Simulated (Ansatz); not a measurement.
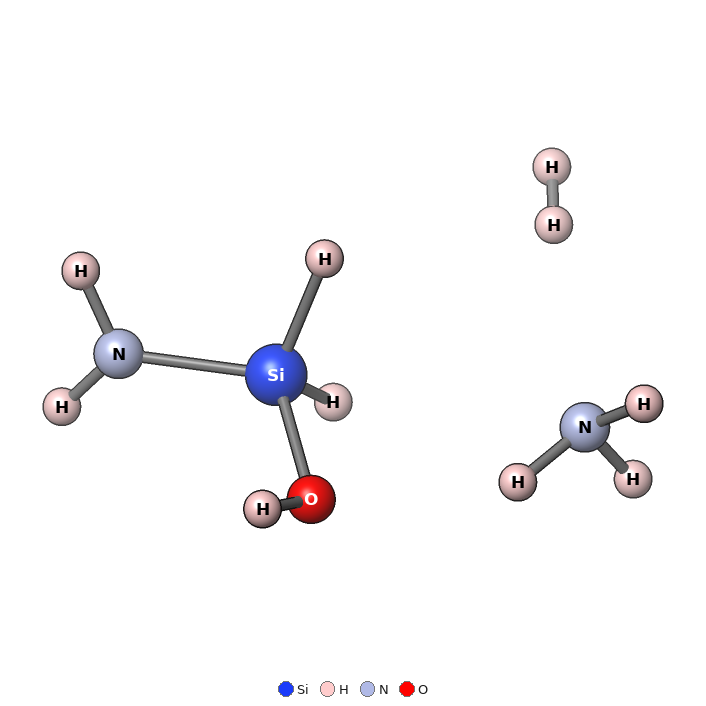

Distant atoms are faded towards the background colour. Computed geometry: PBE0-D4/def2-TZVP optimisation.

> Which symmetry elements does this geometry have?

It has no symmetry element but the identity, so the point group is C1. The group has 1 operation. The geometry is chiral, and symmetry allows a dipole moment.
